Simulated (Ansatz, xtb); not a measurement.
## Redistribution: CHBrI2 + CH2Br2 → CH2I2 + CHBr3

Species: CHBrI2 (bromodiiodomethane) `BrC(I)I`, singlet; CH2Br2 (dibromomethane) `BrCBr`, singlet; CH2I2 (diiodomethane) `ICI`, singlet; CHBr3 (bromoform) `BrC(Br)Br`, singlet. The partners trade Br for H; both sit on C, so the bond types are kept.

Shapes, held fixed at every level: PBE0-D4/def2-TZVP. Programs: Ansatz 0.2.0, xtb 6.7.1, xtb 6.7.1 later snapshot. The zero-point and thermal change to 298 K, harmonic and unscaled (PBE0-D4/def2-TZVP), is -0.7 kJ/mol.

```json
{"level": "GFN0-xTB", "kind": "semi-empirical", "ΔH(298 K) (kJ/mol)": "-18.0", "less CCSD(T)/def2-TZVPP": "-16.4", "CPU time (sum over the molecules)": "0.16 s"}
{"level": "PBE-D4/def2-TZVPP", "kind": "GGA", "ΔH(298 K) (kJ/mol)": "-1.6", "less CCSD(T)/def2-TZVPP": "0.0", "CPU time (sum over the molecules)": "34 s"}
{"level": "BHLYP-D4/def2-TZVPP", "kind": "global hybrid", "ΔH(298 K) (kJ/mol)": "+0.3", "less CCSD(T)/def2-TZVPP": "+1.9", "CPU time (sum over the molecules)": "57 s"}
{"level": "PBE0-D4/def2-TZVPP", "kind": "global hybrid", "ΔH(298 K) (kJ/mol)": "-1.6", "less CCSD(T)/def2-TZVPP": "0.0", "CPU time (sum over the molecules)": "45 s"}
{"level": "B2PLYP/def2-TZVPP", "kind": "double hybrid", "ΔH(298 K) (kJ/mol)": "-1.3", "less CCSD(T)/def2-TZVPP": "+0.3", "CPU time (sum over the molecules)": "85 s"}
{"level": "MP2/def2-SVP", "kind": "perturbation theory", "ΔH(298 K) (kJ/mol)": "-2.0", "less CCSD(T)/def2-TZVPP": "-0.4", "CPU time (sum over the molecules)": "–"}
{"level": "MP2/def2-TZVPP", "kind": "perturbation theory", "ΔH(298 K) (kJ/mol)": "+0.2", "less CCSD(T)/def2-TZVPP": "+1.8", "CPU time (sum over the molecules)": "–"}
{"level": "CCSD(T)/def2-TZVPP", "kind": "coupled cluster or CI", "ΔH(298 K) (kJ/mol)": "-1.6", "less CCSD(T)/def2-TZVPP": "0.0", "CPU time (sum over the molecules)": "31 min"}
```

The highest level, CCSD(T)/def2-TZVPP, gives ΔH(298 K) = -1.6 kJ/mol; the levels span -18.0 to +0.3. That is about zero within the method's error. They disagree on the sign: 2 of 8 are positive. The column of differences is taken from that level and isn't an error. No measured value is set beside it here. For atoms past krypton def2 sets carry core potentials with scalar relativity. Relativity is left out for Br unless named. Correlated rows may include outer-core shells of Br, I, which these sets cover unevenly. Times are processor times on shared x86 and Arm servers, and rough.

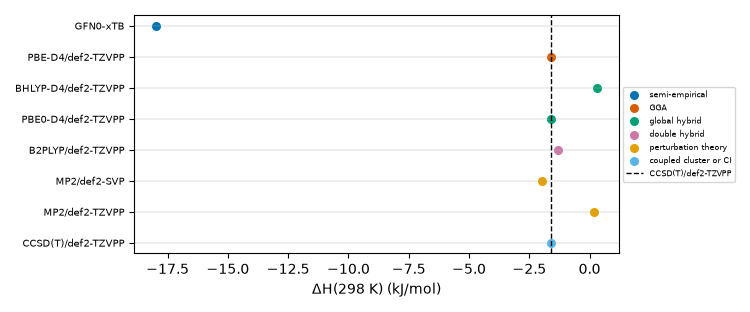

The values of the table, level by level.
